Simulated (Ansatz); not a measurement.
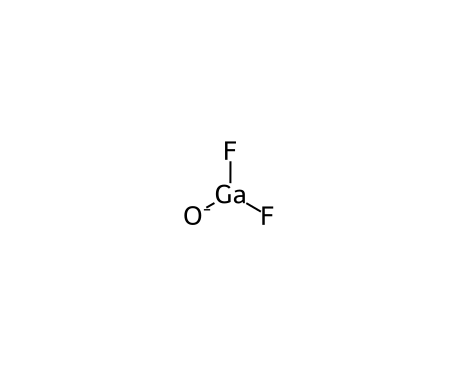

The picture comes from a calculation with Ansatz.

A structural formula. State: charge −1, singlet.

Give its SMILES.

Answer. [O-][Ga]([F])[F]

Give the formula, hydrogens included.

Answer. GaOF2, charge -1.

An optimisation with PBE0-D4/def2-TZVPD gave a structure of which point group?

Answer. C2v.
